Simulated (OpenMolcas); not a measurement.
**doublet C2H7NSi+: levels of theory compared**

We compute a comparison of 6 runs (UHF/3-21G, UBHLYP/6-31G*, UBLYP/6-31G*, UM06-L/6-31G*, UPBE/6-31G*, UB3LYP/6-31G*) of doublet C2H7NSi+. 

The calculation is run with OpenMolcas 26.06.

1 further run of the same task is left out (set aside as unsound or not needed).

### 1 The molecule

The species is C2H7NSi+ (11 atoms), meant as a doublet with charge +1. SMILES of the parent species: `C=N[SiH2]C`. Geometry: relaxed at PBE0-D4/def2-TZVP. That shape belongs to the parent species and isn't relaxed for this state.

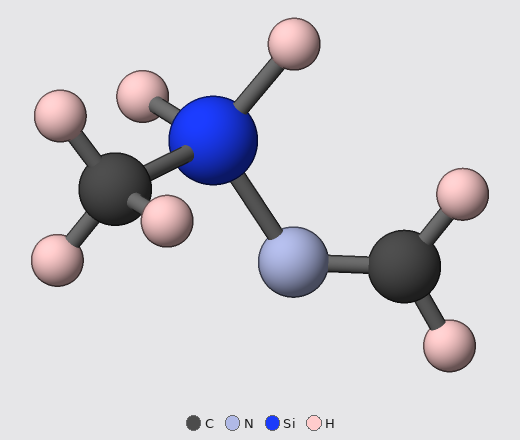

The structure, seen from a chosen angle (carbon dark grey, nitrogen light blue, silicon blue, hydrogen pink).

### 2 A single-point energy at UHF/3-21G (run 1)

mol.input reads:

```
>>> EXPORT MOLCAS_PRINT=2
&GATEWAY
BasLib=$CurrDir
BasisSet
C.3-21G....
C1 -0.763200 2.027200 0.389900 angstrom
C4 1.068600 -1.271000 -0.713200 angstrom
End of Basis
BasisSet
N.3-21G....
N2 -0.749500 1.001600 -0.336400 angstrom
End of Basis
BasisSet
Si.3-21G....
Si3 -0.379200 -0.602800 0.247400 angstrom
End of Basis
BasisSet
H.3-21G....
H5 -0.997700 3.009000 -0.039500 angstrom
H6 -0.550300 2.023600 1.471900 angstrom
H7 -0.075100 -0.581600 1.713400 angstrom
H8 -1.590400 -1.434700 0.023400 angstrom
H9 0.849500 -1.270200 -1.783000 angstrom
H10 1.292800 -2.296000 -0.407900 angstrom
H11 1.959900 -0.662200 -0.545500 angstrom
End of Basis
&SEWARD
&SCF
UHF
Charge=1
Spin=2
Thresholds=1e-10 1e-07 1e-07 1e-05
PrOrbitals=0
```

The basis set 3-21G is read from a file made from the Basis Set Exchange's data (not shown).

On the command line:

```sh
export MOLCAS_MEM=1860
pymolcas mol.input > mol.log
```

Output:

```text
--- Start Module: gateway ---
[...]
--- Stop Module: gateway /rc=_RC_ALL_IS_WELL_ ---
--- Start Module: seward ---
[...]
      Basis functions           54
--- Stop Module: seward /rc=_RC_ALL_IS_WELL_ ---
[...]
--- Start Module: scf ---
[...]
       Convergence after  26 Iterations
[...]
::    Total SCF energy                               -420.6167879023
[...]
      Total spin, S                                     0.5730297069
[...]
      Total electronic charge=   39.000000
      Total            charge=    1.000000
[...]
      Dipole Moment (debye):
      Origin of the operator (angstrom)=   -0.2265    0.0686   -0.0169
                   X= -1.0378E+00               Y=  4.7688E+00               Z=  1.4886E+00           Total=  5.1024E+00
      Center of Charge (angstrom)
[...]
--- Stop Module: scf /rc=_RC_ALL_IS_WELL_ ---
[...]
```

Wall time 4.2 s (1 thread of Intel Xeon Platinum 8259CL at 2.50GHz (Skylake/Cascade Lake), shared host); peak memory 0.39 GiB.

### 3 A single-point energy at UBHLYP/6-31G(d) (spherical functions) (run 2)

run.input reads:

```
* C2H7NSi Kohn-Sham DFT
&GATEWAY
BasLib=$CurrDir
Coord
11
angstrom
C       -0.763200       2.027200       0.389900
N       -0.749500       1.001600      -0.336400
Si      -0.379200      -0.602800       0.247400
C        1.068600      -1.271000      -0.713200
H       -0.997700       3.009000      -0.039500
H       -0.550300       2.023600       1.471900
H       -0.075100      -0.581600       1.713400
H       -1.590400      -1.434700       0.023400
H        0.849500      -1.270200      -1.783000
H        1.292800      -2.296000      -0.407900
H        1.959900      -0.662200      -0.545500
Basis=6-31Gs
Group=NoSym
&SEWARD
GridInput
Grid=UltraFine
End of Grid
&SCF
UHF
Charge=1
Spin=2
KSDFT=HYB_GGA_XC_BHANDHLYP
Thresholds=1e-10 1e-07 1e-07 1e-05
PrOrbitals=1
```

The basis set 6-31G* is read from a file made from the Basis Set Exchange's data (not shown).

On the command line:

```sh
export MOLCAS_MEM=1860
pymolcas run.input > run.log
```

Output:

```text
--- Start Module: gateway ---
[...]
--- Stop Module: gateway /rc=_RC_ALL_IS_WELL_ ---
--- Start Module: seward ---
[...]
      Basis functions           74
--- Stop Module: seward /rc=_RC_ALL_IS_WELL_ ---
[...]
--- Start Module: scf ---
[...]
       Convergence after  23 Iterations
[...]
::    Total KS-DFT energy                            -424.2203676950
[...]
      Total spin, S                                     0.5093568883
[...]
      Total electronic charge=   39.000000
      Total            charge=    1.000000
[...]
      Dipole Moment (debye):
      Origin of the operator (angstrom)=   -0.2265    0.0686   -0.0169
                   X= -8.7939E-01               Y=  4.4950E+00               Z=  1.5082E+00           Total=  4.8221E+00
      Center of Charge (angstrom)
[...]
--- Stop Module: scf /rc=_RC_ALL_IS_WELL_ ---
[...]
```

Wall time 69 s (1 thread of Intel Xeon Platinum 8259CL at 2.50GHz (Skylake/Cascade Lake), shared host); peak memory 0.43 GiB.

Run 3 isn't shown in full; the table further down has it.

### 4 The energy at UM06-L/6-31G(d) (spherical functions) (run 4)

run.input reads:

```
* C2H7NSi Kohn-Sham DFT
>>> EXPORT MOLCAS_PRINT=2
&GATEWAY
BASLIB = $CurrDir
BASISSET
C.6-31Gs....
C1 -0.763200 2.027200 0.389900 angstrom
C4 1.068600 -1.271000 -0.713200 angstrom
End of Basis
BASISSET
N.6-31Gs....
N2 -0.749500 1.001600 -0.336400 angstrom
End of Basis
BASISSET
Si.6-31Gs....
Si3 -0.379200 -0.602800 0.247400 angstrom
End of Basis
BASISSET
H.6-31Gs....
H5 -0.997700 3.009000 -0.039500 angstrom
H6 -0.550300 2.023600 1.471900 angstrom
H7 -0.075100 -0.581600 1.713400 angstrom
H8 -1.590400 -1.434700 0.023400 angstrom
H9 0.849500 -1.270200 -1.783000 angstrom
H10 1.292800 -2.296000 -0.407900 angstrom
H11 1.959900 -0.662200 -0.545500 angstrom
End of Basis
&SEWARD
GRIDINPUT
Grid=UltraFine
End of Grid
&SCF
UHF
CHARGE = 1
SPIN = 2
KSDFT = M06L
THRESHOLDS = 1e-10 1e-07 1e-07 1e-05
PRORBITALS = 0
```

The basis set 6-31G* is read from a file made from the Basis Set Exchange's data (not shown).

On the command line:

```sh
export MOLCAS_MEM=1860
pymolcas run.input > run.log
```

Output:

```text
--- Start Module: gateway ---
[...]
--- Stop Module: gateway /rc=_RC_ALL_IS_WELL_ ---
--- Start Module: seward ---
[...]
      Basis functions           74
--- Stop Module: seward /rc=_RC_ALL_IS_WELL_ ---
[...]
--- Start Module: scf ---
[...]
       Convergence after  28 Iterations
[...]
::    Total KS-DFT energy                            -424.2837748264
[...]
      Total spin, S                                     0.5043299724
[...]
      Total electronic charge=   39.000000
      Total            charge=    1.000000
[...]
      Dipole Moment (debye):
      Origin of the operator (angstrom)=   -0.2265    0.0686   -0.0169
                   X= -6.0966E-01               Y=  3.9028E+00               Z=  1.5965E+00           Total=  4.2606E+00
      Center of Charge (angstrom)
[...]
--- Stop Module: scf /rc=_RC_ALL_IS_WELL_ ---
[...]
```

Run time: 2.3 min. Hardware: 1 thread of Intel Xeon Platinum 8259CL at 2.50GHz (Skylake/Cascade Lake), shared host; peak memory 0.43 GiB.

Run 5 isn't shown in full; the table further down has it.

### 5 The energy at UB3LYP/6-31G(d) (Cartesian functions) (run 6)

mol.inp reads:

```
>>> EXPORT MOLCAS_PRINT=2

&GATEWAY
 BasLib=$CurrDir
 Coord
 11
 bohr
 C     -1.44223898     3.83085280     0.73680422
 N     -1.41634973     1.89274969    -0.63570387
 Si    -0.71658415    -1.13912691     0.46751824
 C      2.01936134    -2.40184190    -1.34775267
 H     -1.88537975     5.68618591    -0.07464418
 H     -1.03991629     3.82404979     2.78148788
 H     -0.14191843    -1.09906471     3.23785674
 H     -3.00542043    -2.71119007     0.04421959
 H      1.60532234    -2.40033012    -3.36938168
 H      2.44303793    -4.33881118    -0.77081929
 H      3.70367423    -1.25137664    -1.03084560
 Basis=6-31Gs
 Group=NoSym

&SEWARD
 GridInput
 Grid=UltraFine
 End of Grid

&SCF
 UHF
 Charge=1
 Spin=2
 KSDFT=B3LYP
 Thresholds=1e-10 1e-07 1e-07 1e-05
 PrOrbitals=0
```

The basis set 6-31G* is read from a file made from the Basis Set Exchange's data (not shown).

On the command line:

```sh
export MOLCAS_MEM=1860
pymolcas mol.inp > mol.log
```

Output:

```text
--- Start Module: gateway ---
[...]
--- Stop Module: gateway /rc=_RC_ALL_IS_WELL_ ---
--- Start Module: seward ---
[...]
      Basis functions           78
--- Stop Module: seward /rc=_RC_ALL_IS_WELL_ ---
[...]
--- Start Module: scf ---
[...]
       Convergence after  25 Iterations
[...]
::    Total KS-DFT energy                            -424.3306589243
[...]
      Total spin, S                                     0.5048059250
[...]
      Total electronic charge=   39.000000
      Total            charge=    1.000000
[...]
      Dipole Moment (debye):
      Origin of the operator (angstrom)=   -0.2265    0.0686   -0.0169
                   X= -6.8912E-01               Y=  4.0002E+00               Z=  1.5779E+00           Total=  4.3550E+00
      Center of Charge (angstrom)
[...]
--- Stop Module: scf /rc=_RC_ALL_IS_WELL_ ---
[...]
```

Run time: 87 s. Hardware: 1 thread of Intel Xeon Platinum 8259CL at 2.50GHz (Skylake/Cascade Lake), shared host; peak memory 0.44 GiB.

### 6 Overview of the runs

```tsv
run	level	integration grid	Cartesian functions	energy (Eh)	HOMO energy (eV)	LUMO energy (eV)	⟨S²⟩	wall time
1	UHF/3-21G	–	no	-420.616788	-17.04	-5.76	0.901	4.2 s
2	UBHLYP/6-31G* (spherical functions)	UltraFine	no	-424.220368	-15.10	-10.00	0.769	69 s
3	UBLYP/6-31G* (spherical functions)	UltraFine	no	-424.236484	-12.61	-12.30	0.756	83 s
4	UM06-L/6-31G* (spherical functions)	UltraFine	no	-424.283775	-12.99	-12.29	0.759	2.3 min
5	UPBE/6-31G* (spherical functions)	UltraFine	no	-423.970568	-12.77	-12.39	0.756	82 s
6	UB3LYP/6-31G* (Cartesian functions)	UltraFine	yes	-424.330659	-13.72	-11.69	0.760	87 s
```

### 7 Outcome

| quantity | value |
| --- | --- |
| run 6: total energy | -424.33066 Eh |
| run 6: HOMO energy (highest over α and β) | -13.72 eV |
| run 6: LUMO energy (lowest over α and β) | -11.69 eV |
| run 6: ⟨S²⟩ | 0.760 |

In words: Totals of different functionals can't be ranked against each other. Spin contamination of the reference: run 1 ⟨S²⟩ = 0.90. All runs together took 7.7 min, the longest 2.3 min.
